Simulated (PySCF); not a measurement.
**One shape, several levels: SiH3F (SMILES F[SiH3])**

Wanted: a comparison of 6 runs (HF/3-21G, BHLYP/def2-TZVPP, M06-L/def2-TZVPP, PBE0/def2-TZVPP, r2SCAN/def2-TZVPP, revPBE/def2-TZVPP) of SiH3F. The job is set up through a Python script.

The results are computed with PySCF 2.14.0.

3 further runs of the same task are left out: 3 set aside as unsound or not needed.

**1. The molecule**

SiH3F has 5 atoms, charge 0, and is taken as a singlet. As SMILES, `F[SiH3]`. The Si2–H3 distance was set to 3.260 Å, away from the relaxed value. At this shape a bond of the SMILES string is far longer than usual.

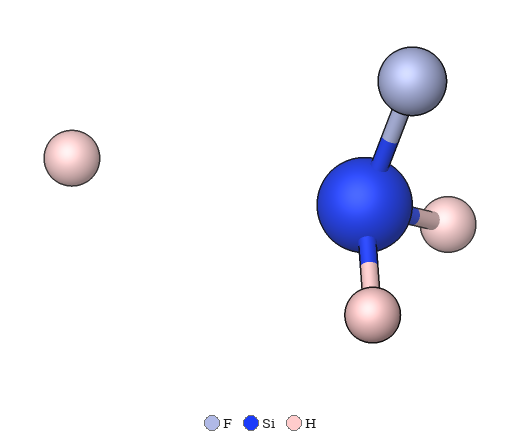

Viewed from a chosen angle; fluorine light blue, silicon blue, hydrogen pink.

**2. A single-point energy at HF/3-21G (run 1)**

File job.py:

```python
from pyscf import gto, scf

mol = gto.M(
    atom='''
F     -0.781271     0.370764     2.553632
Si     0.536629     0.188664     1.664932
H     -0.367800    -0.192600    -1.443700
H      1.261929    -1.009936     2.147232
H      1.373829     1.401364     1.819032
''',
    basis='3-21g',
    max_memory=1860,
    verbose=3,
    charge=0,
)

hf = scf.RHF(mol)
hf.conv_tol = 1e-10
hf.kernel()
if not hf.converged:
    hf = hf.newton().run(hf.mo_coeff, hf.mo_occ)

etot = hf.e_tot
print(f'total energy: {etot:.8f} hartree')
```

Run with:

```console
OMP_NUM_THREADS=1 python job.py
```

The program printed:

```text
converged SCF energy = -387.869098921753
total energy: -387.86909892 hartree
```

Run time: 0.93 s. Hardware: 1 thread of Intel Xeon at 2.70GHz, shared host; peak memory 0.1 GiB.

**3. A single-point energy at BHLYP/def2-TZVPP (run 2)**

File input.xyz:

```xyz
5

F     -0.781271     0.370764     2.553632
Si     0.536629     0.188664     1.664932
H     -0.367800    -0.192600    -1.443700
H      1.261929    -1.009936     2.147232
H      1.373829     1.401364     1.819032
```

File input.py:

```python
from pyscf import gto, dft

system = gto.M(
    atom='input.xyz',
    spin=0,
    verbose=3,
    basis='def2-tzvpp',
    charge=0,
    max_memory=1860,
)

mf = dft.RKS(system, xc='bhandhlyp')
mf.grids.level = 5
mf.conv_tol = 1e-10
mf.kernel()
if not mf.converged:
    mf = mf.newton().run(mf.mo_coeff, mf.mo_occ)

energy = mf.e_tot
print('E = %.10f Eh' % energy)
```

Run with:

```console
OMP_NUM_THREADS=1 python input.py
```

The program printed:

```text
converged SCF energy = -391.024877878785
E = -391.0248778788 Eh
```

It took 17 s on 1 thread of Intel Xeon at 2.70GHz, shared host; peak memory 0.6 GiB.

Runs 3 to 4 aren't shown in full; the table further down has their settings and results.

**4. A single-point energy at r2SCAN/def2-TZVPP (run 5)**

File run.py:

```python
from pyscf import gto, dft

system = gto.Mole()
system.atom = '''
F     -1.476388     0.700642     4.825665
Si     1.014082     0.356523     3.146265
H     -0.695041    -0.363961    -2.728198
H      2.384700    -1.908502     4.057680
H      2.596161     2.648194     3.437472
'''
system.basis = 'def2-tzvpp'
system.verbose = 3
system.max_memory = 1860
system.spin = 0
system.unit = 'bohr'
system.build()

mf = dft.RKS(system, xc='r2scan')
mf.grids.level = 5
mf.conv_tol = 1e-10
mf.kernel()
if not mf.converged:
    mf = mf.newton().run(mf.mo_coeff, mf.mo_occ)

etot = mf.e_tot
print('Final energy', etot)
```

Run with:

```console
OMP_NUM_THREADS=1 python run.py
```

The program printed:

```text
converged SCF energy = -391.007263959249
Final energy -391.0072639592486
```

Wall time 36 s (1 thread of Intel Xeon at 2.70GHz, shared host); peak memory 0.66 GiB.

**5. The energy at revPBE/def2-TZVPP (run 6)**

File job.py:

```python
from pyscf import gto, dft

mol = gto.Mole()
mol.atom = [
    ('F', (-0.781271, 0.370764, 2.553632)),
    ('Si', (0.536629, 0.188664, 1.664932)),
    ('H', (-0.367800, -0.192600, -1.443700)),
    ('H', (1.261929, -1.009936, 2.147232)),
    ('H', (1.373829, 1.401364, 1.819032)),
]
mol.basis = 'def2-tzvpp'
mol.verbose = 3
mol.charge = 0
mol.max_memory = 1860
mol.build()

calc0 = dft.RKS(mol, xc='revpbe')
calc0.grids.level = 5
calc0.conv_tol = 1e-10
calc0.kernel()
if not calc0.converged:
    calc0 = calc0.newton().run(calc0.mo_coeff, calc0.mo_occ)

energy = calc0.e_tot
print('E = %.10f Eh' % energy)
```

Run with:

```console
OMP_NUM_THREADS=1 python job.py
```

The program printed:

```text
converged SCF energy = -390.991620654223
E = -390.9916206542 Eh
```

Wall time 22 s (1 thread of Intel Xeon at 2.70GHz, shared host); peak memory 0.6 GiB.

**6. The series**

| run | level | integration grid | energy (Eh) | dipole moment (D) | HOMO energy (eV) | LUMO energy (eV) | wall time |
| --- | --- | --- | --- | --- | --- | --- | --- |
| 1 | HF/3-21G | – | -387.869099 | 2.35 | -8.14 | -1.00 | 0.93 s |
| 2 | BHLYP/def2-TZVPP | 5 | -391.024878 | 2.83 | -7.41 | -3.18 | 17 s |
| 3 | M06-L/def2-TZVPP | 5 | -391.058762 | 2.68 | -6.09 | -4.47 | 48 s |
| 4 | PBE0/def2-TZVPP | 5 | -390.848329 | 2.54 | -6.71 | -3.89 | 19 s |
| 5 | r2SCAN/def2-TZVPP | 5 | -391.007264 | 2.50 | -6.11 | -4.53 | 36 s |
| 6 | revPBE/def2-TZVPP | 5 | -390.991621 | 2.41 | -5.88 | -4.48 | 22 s |

**7. Results**

| quantity | value |
| --- | --- |
| run 6: total energy | -390.99162 Eh |
| run 6: dipole moment | 2.41 D |
| run 6: HOMO energy | -5.88 eV |
| run 6: LUMO energy | -4.48 eV |
| run 6: HOMO–LUMO gap | 1.41 eV |

In words: The dipole moment (its size) runs from 2.35 D (HF/3-21G) to 2.83 D (BHLYP/def2-TZVPP). The two ends differ in method and basis. The HOMO–LUMO gap runs from 1.41 eV (revPBE/def2-TZVPP) to 7.14 eV (HF/3-21G). Totals of different functionals can't be ranked against each other. In runs 1, 2, 3, 4, 5, 6 a closed-shell determinant meets a far-stretched bond, which it describes badly. All runs together took 2.4 min, the longest 48 s.
